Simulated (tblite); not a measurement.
Geometry relaxation, with input and output: C$_{2}$H$_{10}$B$_{2}$GeN (part 4 of 4)

C$_{2}$H$_{10}$B$_{2}$GeN, multiplicity 2, SMILES NBCB[CH2][GeH2]; GFN2-xTB geometry optimisation, gas phase (tblite 0.8.0). It belongs to a series of runs on one base structure; here: H removed from Ge.

Trajectory as extended XYZ, continued
```
16
Properties=species:S:1:pos:R:3:forces:R:3 step=164 energy=-453.31970
N     2.0353    0.9349    0.3779   -0.0010  -0.0030   0.0100
B     1.4055    0.1076   -0.5321   -0.0140   0.0020  -0.0040
C     0.6891   -1.2311   -0.0230    0.0120  -0.0010  -0.0040
B    -0.4526   -0.8221    0.9655   -0.0060  -0.0070  -0.0010
C    -1.9176   -0.6819    0.4724   -0.0010   0.0020   0.0000
Ge   -2.0573    1.3242    0.1927    0.0060   0.0030   0.0060
H     2.5179    1.7824    0.1319    0.0020   0.0050   0.0000
H     2.0365    0.7581    1.3687    0.0050   0.0040  -0.0020
H     1.4350    0.4026   -1.6680   -0.0030  -0.0070   0.0030
H     1.4428   -1.8313    0.4888    0.0050   0.0020  -0.0080
H     0.3370   -1.8034   -0.8805    0.0030  -0.0030   0.0120
H    -0.2069   -0.5744    2.0887   -0.0040  -0.0040   0.0020
H    -2.1630   -1.1664   -0.4708    0.0010   0.0080  -0.0040
H    -2.6772   -0.9409    1.2099   -0.0010   0.0000  -0.0040
H    -1.5647    1.9928    1.5221    0.0060   0.0030  -0.0050
H    -0.8674    1.7578   -0.7207   -0.0100  -0.0040   0.0000
16
Properties=species:S:1:pos:R:3:forces:R:3 step=168 energy=-453.31995
N     2.0270    0.9400    0.3740   -0.0190   0.0080  -0.0230
B     1.4014    0.1062   -0.5336    0.0010  -0.0080   0.0020
C     0.6907   -1.2339   -0.0207   -0.0120  -0.0040   0.0150
B    -0.4539   -0.8276    0.9661    0.0020  -0.0010   0.0130
C    -1.9169   -0.6783    0.4699    0.0020  -0.0080  -0.0080
Ge   -2.0451    1.3287    0.1996   -0.0110  -0.0040  -0.0010
H     2.5064    1.7881    0.1233    0.0010   0.0010   0.0040
H     2.0201    0.7736    1.3659    0.0110  -0.0070   0.0180
H     1.4349    0.3937   -1.6711   -0.0010  -0.0020  -0.0020
H     1.4469   -1.8312    0.4910    0.0030   0.0070  -0.0040
H     0.3374   -1.8104   -0.8743    0.0120  -0.0020  -0.0120
H    -0.2126   -0.5869    2.0916    0.0020  -0.0020   0.0090
H    -2.1602   -1.1558   -0.4773   -0.0060   0.0020  -0.0060
H    -2.6800   -0.9392    1.2033    0.0040   0.0020  -0.0080
H    -1.5480    1.9855    1.5310    0.0150   0.0140   0.0050
H    -0.8555    1.7565   -0.7151   -0.0030   0.0030  -0.0020
16
Properties=species:S:1:pos:R:3:forces:R:3 step=172 energy=-453.32070
N     1.9950    0.9571    0.3576   -0.0170   0.0310  -0.0320
B     1.3952    0.0935   -0.5390    0.0000  -0.0170   0.0110
C     0.6960   -1.2454   -0.0082   -0.0130  -0.0050   0.0090
B    -0.4584   -0.8457    0.9702    0.0130   0.0110  -0.0030
C    -1.9125   -0.6710    0.4569    0.0110   0.0120   0.0010
Ge   -2.0262    1.3443    0.2316    0.0100  -0.0010   0.0230
H     2.4700    1.8038    0.0939   -0.0020   0.0030  -0.0050
H     1.9698    0.8198    1.3529    0.0100  -0.0220   0.0520
H     1.4475    0.3511   -1.6819   -0.0020   0.0110  -0.0260
H     1.4588   -1.8242    0.5137    0.0120  -0.0140   0.0040
H     0.3587   -1.8373   -0.8583   -0.0050   0.0040   0.0040
H    -0.2287   -0.6255    2.1028   -0.0040  -0.0010   0.0010
H    -2.1479   -1.1201   -0.5057   -0.0080  -0.0060  -0.0110
H    -2.6870   -0.9430    1.1736   -0.0050  -0.0100  -0.0020
H    -1.4873    1.9756    1.5629   -0.0020   0.0000  -0.0120
H    -0.8507    1.7757   -0.6995    0.0020   0.0040  -0.0150
16
Properties=species:S:1:pos:R:3:forces:R:3 step=176 energy=-453.32136
N     1.9962    0.9613    0.3629   -0.0010  -0.0070   0.0090
B     1.3870    0.1017   -0.5325    0.0070   0.0150   0.0000
C     0.6954   -1.2429   -0.0057    0.0070   0.0010   0.0030
B    -0.4630   -0.8507    0.9700   -0.0030  -0.0060   0.0120
C    -1.9174   -0.6718    0.4576    0.0040  -0.0040   0.0040
Ge   -2.0216    1.3436    0.2392    0.0090   0.0130  -0.0110
H     2.4743    1.8065    0.0994   -0.0190  -0.0030  -0.0120
H     1.9970    0.8115    1.3581   -0.0070  -0.0190  -0.0010
H     1.4225    0.3727   -1.6742   -0.0040  -0.0010   0.0000
H     1.4588   -1.8201    0.5175    0.0080  -0.0060   0.0010
H     0.3619   -1.8350   -0.8565   -0.0040   0.0040  -0.0150
H    -0.2354   -0.6465    2.1055   -0.0090   0.0150   0.0130
H    -2.1579   -1.1155   -0.5068    0.0090   0.0050  -0.0040
H    -2.6923   -0.9461    1.1734    0.0070  -0.0050   0.0010
H    -1.4389    1.9768    1.5491    0.0040  -0.0010  -0.0030
H    -0.8743    1.7635   -0.7334   -0.0080   0.0010   0.0020
16
Properties=species:S:1:pos:R:3:forces:R:3 step=179 energy=-453.32176
N     1.9817    0.9673    0.3615   -0.0050  -0.0040  -0.0020
B     1.3776    0.1004   -0.5296    0.0060  -0.0120  -0.0020
C     0.6981   -1.2497   -0.0011   -0.0010  -0.0040   0.0020
B    -0.4624   -0.8625    0.9746    0.0020   0.0030   0.0010
C    -1.9132   -0.6661    0.4564    0.0110  -0.0200  -0.0050
Ge   -2.0047    1.3508    0.2450   -0.0160  -0.0070  -0.0180
H     2.4454    1.8184    0.0920   -0.0030   0.0070  -0.0070
H     1.9920    0.8189    1.3564   -0.0110  -0.0170   0.0180
H     1.4087    0.3668   -1.6719   -0.0060   0.0130  -0.0130
H     1.4658   -1.8246    0.5195   -0.0100   0.0030  -0.0110
H     0.3653   -1.8398   -0.8542    0.0060   0.0000   0.0050
H    -0.2397   -0.6707    2.1133   -0.0070   0.0140   0.0110
H    -2.1533   -1.1047   -0.5111    0.0120   0.0170   0.0050
H    -2.6923   -0.9402    1.1677    0.0050   0.0010   0.0020
H    -1.4048    1.9756    1.5490    0.0170   0.0060   0.0070
H    -0.8718    1.7690   -0.7438    0.0010  -0.0010   0.0050
16
Properties=species:S:1:pos:R:3:forces:R:3 step=183 energy=-453.32223
N     1.9676    0.9691    0.3622   -0.0100  -0.0150   0.0030
B     1.3674    0.1005   -0.5305    0.0000  -0.0010   0.0110
C     0.7021   -1.2557    0.0008    0.0060   0.0000  -0.0010
B    -0.4605   -0.8707    0.9756    0.0050   0.0050  -0.0050
C    -1.9080   -0.6631    0.4554    0.0000   0.0020   0.0000
Ge   -1.9923    1.3553    0.2500    0.0050   0.0070   0.0100
H     2.4161    1.8293    0.0949   -0.0020  -0.0090   0.0130
H     1.9862    0.8096    1.3559   -0.0030   0.0100  -0.0120
H     1.3860    0.3742   -1.6715   -0.0030   0.0050  -0.0070
H     1.4733   -1.8239    0.5233   -0.0050   0.0020  -0.0110
H     0.3751   -1.8498   -0.8518   -0.0050   0.0010   0.0140
H    -0.2455   -0.6856    2.1172    0.0110   0.0080   0.0010
H    -2.1518   -1.0907   -0.5153    0.0110  -0.0060  -0.0060
H    -2.6875   -0.9364    1.1661   -0.0100  -0.0070   0.0000
H    -1.3655    1.9800    1.5441    0.0020  -0.0040  -0.0030
H    -0.8702    1.7666   -0.7527    0.0000   0.0030  -0.0080
16
Properties=species:S:1:pos:R:3:forces:R:3 step=187 energy=-453.32244
N     1.9519    0.9711    0.3612    0.0080   0.0020  -0.0050
B     1.3621    0.0963   -0.5317   -0.0100   0.0020  -0.0130
C     0.7058   -1.2623    0.0024   -0.0070   0.0010   0.0000
B    -0.4578   -0.8739    0.9745   -0.0020   0.0060   0.0100
C    -1.9038   -0.6597    0.4519   -0.0010   0.0020   0.0030
Ge   -1.9829    1.3613    0.2572   -0.0010  -0.0140   0.0000
H     2.3969    1.8322    0.0920    0.0030   0.0080   0.0090
H     1.9710    0.8155    1.3549   -0.0060  -0.0030   0.0090
H     1.3799    0.3721   -1.6728   -0.0030  -0.0100   0.0030
H     1.4794   -1.8251    0.5261    0.0020  -0.0030   0.0030
H     0.3804   -1.8623   -0.8461   -0.0090   0.0010  -0.0060
H    -0.2442   -0.6888    2.1167    0.0090   0.0050  -0.0040
H    -2.1466   -1.0832   -0.5211    0.0090   0.0020   0.0020
H    -2.6854   -0.9343    1.1607    0.0010  -0.0030  -0.0120
H    -1.3460    1.9745    1.5510    0.0070   0.0020  -0.0010
H    -0.8683    1.7754   -0.7534   -0.0020   0.0020   0.0000
16
Properties=species:S:1:pos:R:3:forces:R:3 step=191 energy=-453.32276
N     1.9366    0.9736    0.3598    0.0140   0.0160   0.0150
B     1.3530    0.0938   -0.5319   -0.0040  -0.0060   0.0020
C     0.7062   -1.2674    0.0072   -0.0050   0.0010  -0.0150
B    -0.4571   -0.8763    0.9786    0.0170  -0.0050  -0.0090
C    -1.8990   -0.6574    0.4484    0.0060   0.0040   0.0070
Ge   -1.9706    1.3650    0.2687   -0.0060   0.0010   0.0050
H     2.3749    1.8387    0.0928    0.0040   0.0070  -0.0010
H     1.9560    0.8179    1.3537   -0.0060  -0.0040   0.0060
H     1.3678    0.3667   -1.6731   -0.0010  -0.0050  -0.0090
H     1.4821   -1.8272    0.5307    0.0000   0.0020  -0.0010
H     0.3820   -1.8685   -0.8411   -0.0120  -0.0080   0.0050
H    -0.2404   -0.6903    2.1199   -0.0100   0.0020   0.0000
H    -2.1339   -1.0702   -0.5310    0.0080  -0.0010  -0.0020
H    -2.6868   -0.9391    1.1466   -0.0070  -0.0010   0.0050
H    -1.3071    1.9718    1.5527    0.0020  -0.0040  -0.0040
H    -0.8713    1.7779   -0.7585    0.0010   0.0020  -0.0050
16
Properties=species:S:1:pos:R:3:forces:R:3 step=195 energy=-453.32289
N     1.9421    0.9718    0.3629   -0.0050   0.0010  -0.0070
B     1.3522    0.0966   -0.5301    0.0060   0.0000  -0.0020
C     0.7054   -1.2655    0.0061   -0.0030  -0.0020   0.0040
B    -0.4562   -0.8750    0.9790   -0.0050   0.0030   0.0030
C    -1.8989   -0.6582    0.4497   -0.0010  -0.0050  -0.0020
Ge   -1.9742    1.3635    0.2693   -0.0050   0.0040   0.0010
H     2.3817    1.8369    0.0972   -0.0010   0.0000   0.0050
H     1.9609    0.8129    1.3564    0.0010   0.0010   0.0020
H     1.3630    0.3714   -1.6712    0.0030   0.0010   0.0010
H     1.4815   -1.8253    0.5292    0.0040  -0.0020  -0.0020
H     0.3786   -1.8672   -0.8407   -0.0020  -0.0010  -0.0050
H    -0.2406   -0.6871    2.1200   -0.0010   0.0000   0.0020
H    -2.1314   -1.0710   -0.5305    0.0020   0.0000   0.0030
H    -2.6874   -0.9422    1.1466    0.0040   0.0010   0.0010
H    -1.3007    1.9708    1.5476    0.0030   0.0000  -0.0030
H    -0.8837    1.7765   -0.7680    0.0010   0.0000   0.0000
```

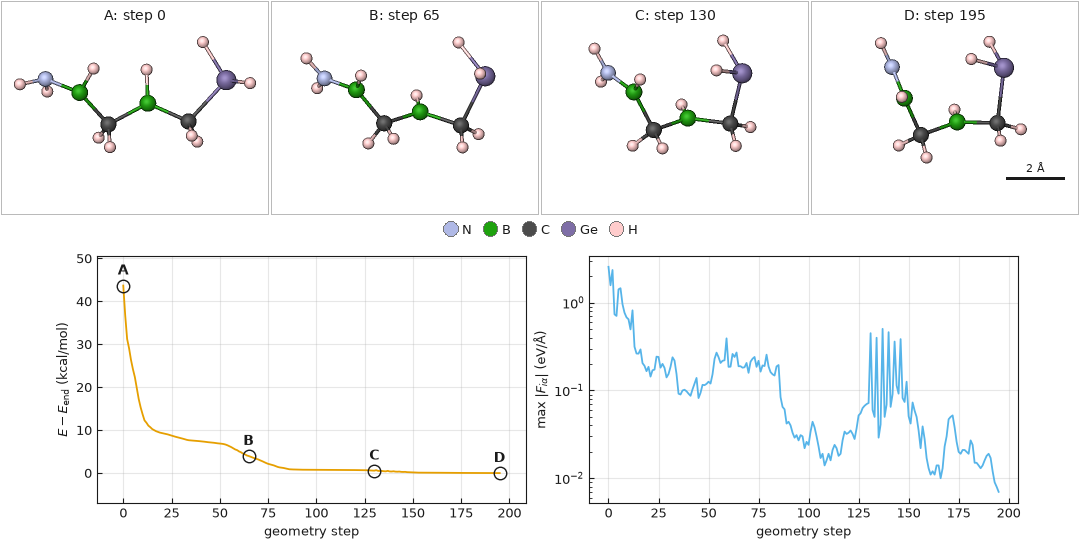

Frames of the relaxation (ball-and-stick view, seen at a tilt) above the curves, on which the letters mark them (steps are counted from 0).

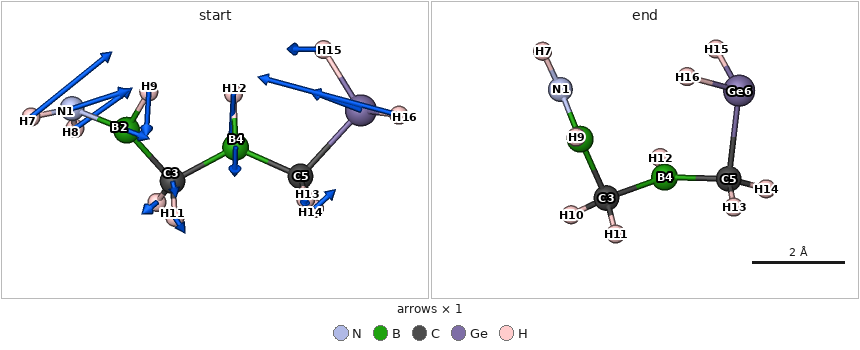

Before (left) and after (right) the relaxation, at one scale (ball-and-stick view, seen at a tilt). The blue arrows give the displacements, at true length. Over 195 geometry steps the energy falls by 43.7 kcal/mol. The largest force component goes from 2.6 to 0.007 eV/Å. H16 moves most after the best rigid fit: 3.22 Å. By element the largest moves are H 3.22 Å, N 1.39 Å, Ge 1.31 Å, B 0.84 Å, C 0.38 Å. Among the contacts that change: N1–B2 1.545 → 1.383 Å, C5–Ge6 1.956 → 2.031 Å, N1–H8 1.049 → 1.006 Å, Ge6–H16 1.531 → 1.561 Å. Among the angles that change: B2–N1–H8 109.2° → 123.1°, B2–N1–H7 111.0° → 124.1°, H15–Ge6–H16 109.8° → 98.0°. (Atoms are counted from 1 in the order of the input.)

The run was set up as follows.

Input file
```
{"job": {"kind": "relax", "xc": "GFN2-xTB", "basis": "xTB"}, "charge": 0, "multiplicity": 2}
N      3.157100     0.451200     0.742700
B      1.929700     0.257900    -0.176300
C      0.862800    -0.888500     0.125800
B     -0.466900    -0.145700     0.556600
C     -1.925500    -0.627200     0.222100
Ge    -3.155200     0.849900     0.584100
H      4.037000     0.329400     0.214900
H      3.073400    -0.188400     1.570200
H      1.494500     1.253400    -0.630500
H      1.179600    -1.577600     0.929100
H      0.754400    -1.486000    -0.794000
H     -0.348800     0.956300     0.975100
H     -2.075400    -0.883800    -0.836500
H     -2.269600    -1.479300     0.846300
H     -2.256100     2.096100     0.864900
H     -3.998500     1.091200    -0.670900
```

The first line tells a small driver script what to run in tblite; the rest is the geometry in Å.

Command:
```bash
OMP_NUM_THREADS=1 python <driver script> task.json out
```

Results in brief

- outcome: converged
- total energy: −453.3229 eV
- hardware: 1 CPU thread, shared host
- wall time: 1.2 s
- peak memory: 0.18 GiB
